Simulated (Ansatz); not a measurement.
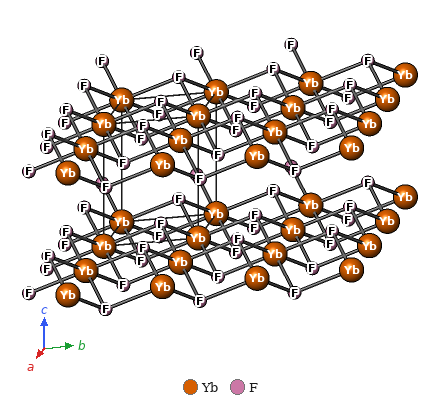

YbF2 (space group P-3m1, No. 164): coordinates from a relaxation with DFT PBEsol, scalar-relativistic, plane waves, PAW in Ansatz 0.2.0; the starting structure was generated, so it need not be a known form of this composition.

Bonds are taken as F–Yb below 2.6 Å; no other contact counts. Atoms with one bond or none are removed and atoms with two bonds are replaced by edges, until no such atom is left.

**What kind of net remains, and which atoms are its nodes?**

A binodal (3,6)-connected, two-periodic (layers) net: F is a 3-connected node; Yb is a 6-connected node, in the ratio 2:1.

**Name the underlying net.**

It is the kgd net, known from the layers of CdI2 (1T type).

**How do the layers lie?**

The layers lie parallel to (001).

**Give the first five terms of the coordination sequence (nodes one, two, three … edges away).**

F: 3, 12, 9, 24, 15; Yb: 6, 6, 18, 12, 30.

The simplified net, drawn on the atoms' positions. Nodes are coloured by element. One layer is drawn. Edges to nodes outside the piece are drawn as stubs.

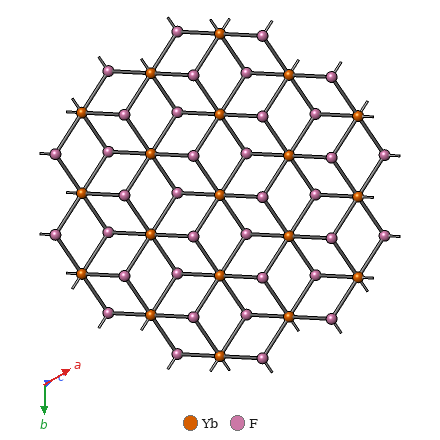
